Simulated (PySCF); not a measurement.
**C₂H₈O₂Si: electronic excitations at several levels of theory**

How much do the electronic excitations of C₂H₈O₂Si (`CO[Si@@H](C)O`) depend on the level of theory, and what does each level cost?

Programs: PySCF 2.14.0, with density-fitted response routines of our own. Each step states its level of theory. These are calculated values for one molecule in the gas phase, unless marked as measured. Atoms count from 0, in the outputs and in this text.

## Step 1: Starting geometry

13 atoms, charge 0, multiplicity 1; geometry from: PBE0-D3(BJ)/def2-SVP.

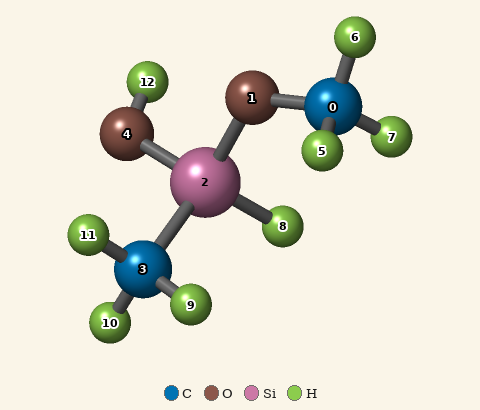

The starting geometry (carbon blue, oxygen brown, silicon pink, hydrogen green), atoms numbered.

## Step 2: Ultraviolet spectrum: PBE0/def2-TZVP

Job settings and geometry (Å):

```
{"job": {"kind": "uv", "xc": "PBE0", "basis": "def2-TZVP"}, "charge": 0, "multiplicity": 1}
C      1.358923    -0.972389     0.336903
O      0.712291     0.174247     0.803123
Si    -0.357429     1.090162    -0.085970
C     -2.023569     0.286215    -0.237239
O     -0.582934     2.512434     0.730027
H      0.664449    -1.825862     0.222966
H      2.133676    -1.268941     1.061269
H      1.854443    -0.808605    -0.639184
H      0.268054     1.313591    -1.431035
H     -1.954271    -0.675219    -0.769858
H     -2.722599     0.931883    -0.790601
H     -2.445816     0.097926     0.761891
H      0.211625     2.993220     0.978613
```

Level: TDDFT PBE0/def2-TZVP, vertical, gas phase, core orbitals frozen in the response.

Command:

```
> OMP_NUM_THREADS=1 python probes_run.py task.json out
```

The driver reads the jobs from task.json and runs them one after another.

What it wrote:

```text
coarse grid: 10928 points
cycle   1  E = -520.6259671926  dE =  3.901e-01  |g| = 9.594e-01  |ddm| = 2.510e+00
cycle   2  E = -520.3830231912  dE =  2.429e-01  |g| = 1.494e+00  |ddm| = 1.580e+00
cycle   3  E = -520.7897008992  dE = -4.067e-01  |g| = 1.061e-01  |ddm| = 1.104e+00
cycle   4  E = -520.7915576108  dE = -1.857e-03  |g| = 4.977e-02  |ddm| = 8.706e-02
cycle   5  E = -520.7921270456  dE = -5.694e-04  |g| = 9.025e-03  |ddm| = 3.382e-02
cycle   6  E = -520.7921386519  dE = -1.161e-05  |g| = 4.501e-03  |ddm| = 7.033e-03
cycle   7  E = -520.7921421811  dE = -3.529e-06  |g| = 5.728e-04  |ddm| = 2.857e-03
final grid: 99736 points
cycle   8  E = -520.7858102339  dE = -4.013e-05  |g| = 9.344e-03  |ddm| = 3.284e-02
cycle   9  E = -520.7857950727  dE =  1.516e-05  |g| = 1.299e-02  |ddm| = 1.094e-02
cycle  10  E = -520.7858265921  dE = -3.152e-05  |g| = 1.196e-03  |ddm| = 6.781e-03
cycle  11  E = -520.7858268631  dE = -2.709e-07  |g| = 1.910e-04  |ddm| = 8.237e-04
cycle  12  E = -520.7858268707  dE = -7.666e-09  |g| = 6.869e-05  |ddm| = 1.540e-04
cycle  13  E = -520.7858268714  dE = -6.941e-10  |g| = 2.693e-05  |ddm| = 4.850e-05
converged SCF energy = -520.7858268714

Static polarisability (au): isotropic 55.882, principal 50.592 56.176 60.879

Singlet excitations
state   eV       nm        f      main configurations
  1   7.5088    165.1   0.00223   H->L 0.95
  2   7.7393    160.2   0.00180   H->L+1 0.82, H->L+2 0.12
  3   8.1840    151.5   0.04553   H->L+2 0.79, H->L+1 0.14
  4   8.2655    150.0   0.02934   H-1->L 0.51, H-2->L 0.38
  5   8.4762    146.3   0.01560   H-2->L 0.48, H-1->L 0.43
  6   8.5481    145.0   0.00326   H-1->L+1 0.79, H-1->L+2 0.11
  7   8.7468    141.7   0.09958   H->L+3 0.85
  8   8.8935    139.4   0.02533   H-2->L+1 0.64, H-2->L+2 0.12
  9   9.0037    137.7   0.02694   H-3->L 0.53, H-1->L+2 0.27
 10   9.0687    136.7   0.03474   H-1->L+2 0.56, H-3->L 0.26

Triplet excitations (Tamm-Dancoff, eV): 7.2615 7.4460 7.8129 7.9306
```

Wall time 29 s (1 thread of Arm Neoverse V1, shared host); peak memory 0.89 GiB.

The orbitals next to the gap, with their largest atomic shares:

```csv
orbital,eV,atoms
HOMO−3,-9.67,"O4 57 %, Si2 15 %, C3 13 %"
HOMO−2,-8.95,"O4 29 %, O1 18 %, Si2 16 %"
HOMO−1,-8.68,"O1 44 %, C0 15 %, Si2 11 %"
HOMO,-7.91,"O1 42 %, Si2 15 %, C3 12 %"
LUMO,0.92,"Si2 40 %, H12 37 %, O4 9 %"
LUMO+1,1.22,"H5 17 %, H9 13 %, Si2 12 %"
LUMO+2,1.50,"Si2 45 %, H11 11 %, C3 10 %"
```

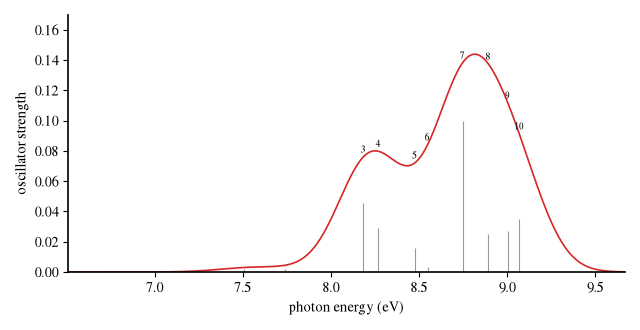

Absorption spectrum from the 10 singlet states computed; above the last one it falls off for lack of states. Lines are broadened to a width of 0.40 eV (Gaussian).

Ground-state properties from the same run:

```csv
property,computed
dipole moment (D),1.30
polarisability (Å³),8.28
HOMO–LUMO gap (eV),8.83
−ε(HOMO) (eV),7.91
```

## Step 3: Ultraviolet spectrum: PBE0/aug-cc-pVDZ

Settings changed since step 2:

```diff
@@ -1,2 +1,2 @@
-{"job": {"kind": "uv", "xc": "PBE0", "basis": "def2-TZVP"}, "charge": 0, "multiplicity": 1}
+{"job": {"kind": "uv", "xc": "PBE0", "basis": "aug-cc-pVDZ"}, "charge": 0, "multiplicity": 1}
 C      1.358923    -0.972389     0.336903
```

Level: TDDFT PBE0/aug-cc-pVDZ, vertical, gas phase, core orbitals frozen in the response.

What it wrote:

```text
coarse grid: 10928 points
cycle   1  E = -520.5297162265  dE =  4.369e-01  |g| = 8.981e-01  |ddm| = 7.669e+00
cycle   2  E = -520.2906963949  dE =  2.390e-01  |g| = 1.421e+00  |ddm| = 3.001e+00
cycle   3  E = -520.6844405429  dE = -3.937e-01  |g| = 1.004e-01  |ddm| = 1.825e+00
cycle   4  E = -520.6863004155  dE = -1.860e-03  |g| = 4.463e-02  |ddm| = 2.524e-01
cycle   5  E = -520.6867954822  dE = -4.951e-04  |g| = 7.838e-03  |ddm| = 9.007e-02
cycle   6  E = -520.6868052126  dE = -9.730e-06  |g| = 4.045e-03  |ddm| = 1.581e-02
cycle   7  E = -520.6868083134  dE = -3.101e-06  |g| = 5.015e-04  |ddm| = 5.753e-03
final grid: 99736 points
cycle   8  E = -520.6930479534  dE = -1.571e-05  |g| = 8.664e-03  |ddm| = 1.015e-01
cycle   9  E = -520.6930347069  dE =  1.325e-05  |g| = 1.193e-02  |ddm| = 3.161e-02
cycle  10  E = -520.6930641205  dE = -2.941e-05  |g| = 1.152e-03  |ddm| = 1.728e-02
cycle  11  E = -520.6930644088  dE = -2.883e-07  |g| = 1.003e-04  |ddm| = 1.846e-03
cycle  12  E = -520.6930644107  dE = -1.874e-09  |g| = 5.584e-05  |ddm| = 2.929e-04
cycle  13  E = -520.6930644112  dE = -5.344e-10  |g| = 2.272e-05  |ddm| = 1.084e-04
converged SCF energy = -520.6930644112

Static polarisability (au): isotropic 60.408, principal 54.732 60.552 65.939

Singlet excitations
state   eV       nm        f      main configurations
  1   6.7991    182.4   0.00153   H->L 0.94
  2   6.9259    179.0   0.00504   H->L+1 0.95
  3   7.2909    170.1   0.06034   H->L+2 0.93
  4   7.5315    164.6   0.03110   H->L+3 0.54, H-1->L 0.23
  5   7.6062    163.0   0.02565   H-1->L 0.57, H->L+3 0.28
  6   7.6791    161.5   0.04056   H-1->L+1 0.55, H-2->L 0.20, H-1->L 0.09
  7   7.8025    158.9   0.00359   H->L+5 0.66, H->L+3 0.11
  8   7.8658    157.6   0.02654   H-2->L 0.33, H-1->L+1 0.31, H-2->L+1 0.23
  9   8.0259    154.5   0.00788   H->L+4 0.78
 10   8.0934    153.2   0.01014   H-2->L+1 0.40, H-2->L 0.22, H-1->L+2 0.14

Triplet excitations (Tamm-Dancoff, eV): 6.6930 6.7819 7.1495 7.2797
```

Run time: 29 s. Hardware: 1 thread of Arm Neoverse V1, shared host; peak memory 0.82 GiB.

This run: HOMO -7.88 eV, LUMO -0.08 eV; lowest singlet 6.80 eV.

## Step 4: Excited states and response: PBE0/def2-TZVPD

Settings changed since step 3:

```diff
@@ -1,2 +1,2 @@
-{"job": {"kind": "uv", "xc": "PBE0", "basis": "aug-cc-pVDZ"}, "charge": 0, "multiplicity": 1}
+{"job": {"kind": "uv", "xc": "PBE0", "basis": "def2-TZVPD"}, "charge": 0, "multiplicity": 1}
 C      1.358923    -0.972389     0.336903
```

Level: TDDFT PBE0/def2-TZVPD, vertical, gas phase, core orbitals frozen in the response.

What it wrote:

```text
coarse grid: 10928 points
cycle   1  E = -520.6283302133  dE =  3.896e-01  |g| = 9.581e-01  |ddm| = 2.900e+00
cycle   2  E = -520.3685099821  dE =  2.598e-01  |g| = 1.519e+00  |ddm| = 1.733e+00
cycle   3  E = -520.7918350435  dE = -4.233e-01  |g| = 1.094e-01  |ddm| = 1.051e+00
cycle   4  E = -520.7938108804  dE = -1.976e-03  |g| = 5.106e-02  |ddm| = 9.830e-02
cycle   5  E = -520.7944152722  dE = -6.044e-04  |g| = 8.873e-03  |ddm| = 3.805e-02
cycle   6  E = -520.7944265199  dE = -1.125e-05  |g| = 4.508e-03  |ddm| = 9.589e-03
cycle   7  E = -520.7944300084  dE = -3.489e-06  |g| = 6.491e-04  |ddm| = 3.091e-03
final grid: 99736 points
cycle   8  E = -520.7881133555  dE = -4.370e-05  |g| = 9.402e-03  |ddm| = 1.335e-01
cycle   9  E = -520.7880976973  dE =  1.566e-05  |g| = 1.314e-02  |ddm| = 1.330e-02
cycle  10  E = -520.7881299236  dE = -3.223e-05  |g| = 1.233e-03  |ddm| = 7.375e-03
cycle  11  E = -520.7881302136  dE = -2.900e-07  |g| = 1.920e-04  |ddm| = 1.005e-03
cycle  12  E = -520.7881302215  dE = -7.848e-09  |g| = 6.813e-05  |ddm| = 2.028e-04
cycle  13  E = -520.7881302221  dE = -6.746e-10  |g| = 2.824e-05  |ddm| = 5.428e-05
converged SCF energy = -520.7881302221

Static polarisability (au): isotropic 59.933, principal 54.350 60.123 65.326

Singlet excitations
state   eV       nm        f      main configurations
  1   7.0176    176.7   0.00066   H->L 0.95
  2   7.1880    172.5   0.00397   H->L+1 0.93
  3   7.6139    162.8   0.06022   H->L+2 0.85
  4   7.7713    159.5   0.01435   H-1->L 0.65, H-2->L 0.18
  5   7.8995    157.0   0.00694   H-2->L 0.34, H-1->L+1 0.30, H-1->L 0.20
  6   7.9706    155.6   0.06802   H->L+3 0.53, H->L+4 0.25, H-1->L+1 0.09
  7   8.0402    154.2   0.03036   H-1->L+1 0.52, H-2->L 0.23, H-2->L+1 0.10
  8   8.2134    151.0   0.03773   H->L+4 0.47, H->L+3 0.28, H-2->L+1 0.19
  9   8.3791    148.0   0.02752   H-2->L+1 0.52, H->L+4 0.11, H-2->L 0.10
 10   8.4479    146.8   0.00893   H-1->L+2 0.80

Triplet excitations (Tamm-Dancoff, eV): 6.8782 7.0036 7.3786 7.4924
```

Wall time 42 s (1 thread of Arm Neoverse V1, shared host); peak memory 1 GiB.

In short: HOMO -7.95 eV, LUMO 0.16 eV; lowest singlet 7.02 eV.

## Step 5: TDDFT and polarisability: PBE0/6-31+G*

Settings changed since step 4:

```diff
@@ -1,2 +1,2 @@
-{"job": {"kind": "uv", "xc": "PBE0", "basis": "def2-TZVPD"}, "charge": 0, "multiplicity": 1}
+{"job": {"kind": "uv", "xc": "PBE0", "basis": "6-31+G*"}, "charge": 0, "multiplicity": 1}
 C      1.358923    -0.972389     0.336903
```

Level: TDDFT PBE0/6-31+G*, vertical, gas phase, core orbitals frozen in the response.

What it wrote:

```text
coarse grid: 10928 points
cycle   1  E = -520.5505856315  dE =  4.119e-01  |g| = 8.790e-01  |ddm| = 3.229e+00
cycle   2  E = -520.3337140163  dE =  2.169e-01  |g| = 1.369e+00  |ddm| = 2.239e+00
cycle   3  E = -520.7019088106  dE = -3.682e-01  |g| = 9.702e-02  |ddm| = 1.557e+00
cycle   4  E = -520.7036483213  dE = -1.740e-03  |g| = 4.236e-02  |ddm| = 1.375e-01
cycle   5  E = -520.7040997098  dE = -4.514e-04  |g| = 6.844e-03  |ddm| = 4.503e-02
cycle   6  E = -520.7041066206  dE = -6.911e-06  |g| = 3.794e-03  |ddm| = 8.793e-03
cycle   7  E = -520.7041093969  dE = -2.776e-06  |g| = 3.539e-04  |ddm| = 3.488e-03
final grid: 99736 points
cycle   8  E = -520.6506179822  dE = -1.040e-05  |g| = 8.674e-03  |ddm| = 2.856e-02
cycle   9  E = -520.6506044136  dE =  1.357e-05  |g| = 1.203e-02  |ddm| = 1.587e-02
cycle  10  E = -520.6506344425  dE = -3.003e-05  |g| = 1.110e-03  |ddm| = 9.732e-03
cycle  11  E = -520.6506347129  dE = -2.704e-07  |g| = 7.205e-05  |ddm| = 1.045e-03
cycle  12  E = -520.6506347136  dE = -6.872e-10  |g| = 5.455e-05  |ddm| = 1.462e-04
cycle  13  E = -520.6506347141  dE = -5.161e-10  |g| = 1.902e-05  |ddm| = 5.537e-05
converged SCF energy = -520.6506347141

Static polarisability (au): isotropic 53.913, principal 49.561 53.942 58.235

Singlet excitations
state   eV       nm        f      main configurations
  1   7.0421    176.1   0.00131   H->L 0.95
  2   7.1657    173.0   0.00841   H->L+1 0.89
  3   7.5438    164.4   0.06132   H->L+2 0.84
  4   7.7608    159.8   0.03322   H->L+3 0.31, H-1->L 0.31, H-2->L 0.21
  5   7.8381    158.2   0.06254   H->L+3 0.39, H-1->L 0.34, H-2->L 0.08
  6   7.9609    155.7   0.01073   H-1->L+1 0.75, H-1->L+2 0.10
  7   8.0065    154.9   0.01557   H-2->L 0.58, H-1->L 0.25
  8   8.1125    152.8   0.02872   H->L+4 0.70, H->L+3 0.19
  9   8.3401    148.7   0.02312   H-2->L+1 0.40, H-1->L+2 0.37, H-1->L+1 0.13
 10   8.4016    147.6   0.01842   H-1->L+2 0.48, H-2->L+1 0.38

Triplet excitations (Tamm-Dancoff, eV): 6.8987 7.0182 7.3670 7.4573
```

Run time: 11 s. Hardware: 1 thread of Arm Neoverse V1, shared host; peak memory 0.6 GiB.

Key values: HOMO -7.93 eV, LUMO 0.25 eV; lowest singlet 7.04 eV.

## Step 6: Comparing the runs: electronic excitations

Excitations and ground-state properties, with basis size and wall time:

```csv
run,lowest singlet (eV),brightest (eV),f,gap (eV),α (Å³),μ (D),functions,time
PBE0/def2-TZVP,7.51,8.75,0.100,8.83,8.28,1.30,209,29 s
PBE0/aug-cc-pVDZ,6.80,7.29,0.060,7.79,8.95,1.29,191,29 s
PBE0/def2-TZVPD,7.02,7.97,0.068,8.10,8.88,1.30,269,42 s
PBE0/6-31+G*,7.04,7.84,0.063,8.18,7.99,1.58,110,11 s
```

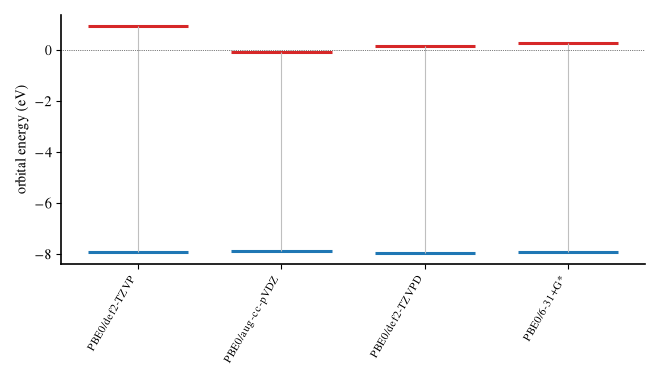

HOMO (blue) and LUMO (red) run by run.

## Step 7: Results

| quantity | value |
| --- | --- |
| lowest singlet (PBE0/def2-TZVP) | 7.51 eV (165 nm), f = 0.002 |
| brightest single state of those computed | state 7, 8.75 eV, f = 0.100 |
| lowest triplet | 7.26 eV |
| range of the lowest singlet | 6.80 to 7.51 eV |

In words: Single values in the summary come from the first run of each kind that ended normally (PBE0/def2-TZVP), which need not be the best level. The first singlet state (HOMO→LUMO 0.95) lies at 7.51 eV and is weak; of the 10 states computed, the strongest absorption comes from state 7 at 8.75 eV. The lowest triplet lies 0.25 eV below the lowest singlet (triplets in Tamm-Dancoff, singlets in full TDDFT). States above −ε(HOMO) lie where TDDFT describes them poorly and they hang on the basis; the brightest is among them. The basis of PBE0/def2-TZVP has no diffuse functions, so Rydberg states are missing and the high states are unreliable. The lowest singlet runs from 6.80 eV (PBE0/aug-cc-pVDZ) to 7.51 eV (PBE0/def2-TZVP), while the orbital gap spans 7.79 to 8.83 eV. The lowest state need not be the same one in every run.
